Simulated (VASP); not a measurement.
Band structure of Pd (space group Im-3m). All values below come from r2SCAN meta-GGA, VASP's PBE PAW potentials (set 64) (plane waves; VASP).

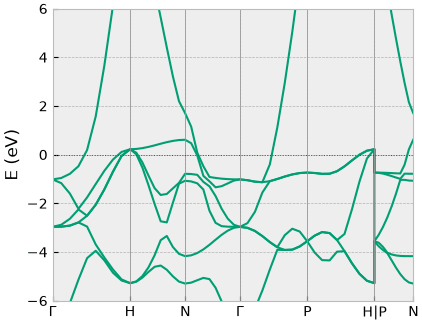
*Bands along high-symmetry lines, zero at the valence-band maximum or, without a gap, the Fermi level*

Problem. Read the plot: is there a gap, and where are the band edges?

Solution. It has no gap at this level: it comes out as a metal or semimetal.

The structure comes from a computed database's Pd entry (Im-3m); how it stands against other phases isn't given here. It was relaxed first.
